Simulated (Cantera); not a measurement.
Feed: 1 mol Hg, 0.052 mol O₂, a varied amount of H₂, equilibrated at 1223.15 K and 1 atm.

Method: chemical equilibrium by Gibbs-energy minimisation in Cantera with the NASA 1993 tables (ideal gas, pure condensed phases). Candidate condensed phases: H₂O, Hg, HgO; 10 gas species. The numbers say what is thermodynamically allowed, not how fast it happens.

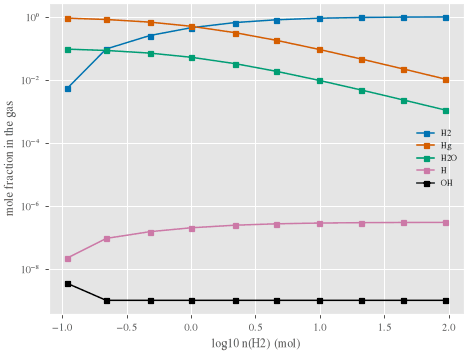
Equilibrium gas composition (values under 1e-9 drawn at 1e-9)

From 0.11 mol H₂ to 94 mol H₂ nothing is condensed. The main Hg-bearing gas is Hg throughout.
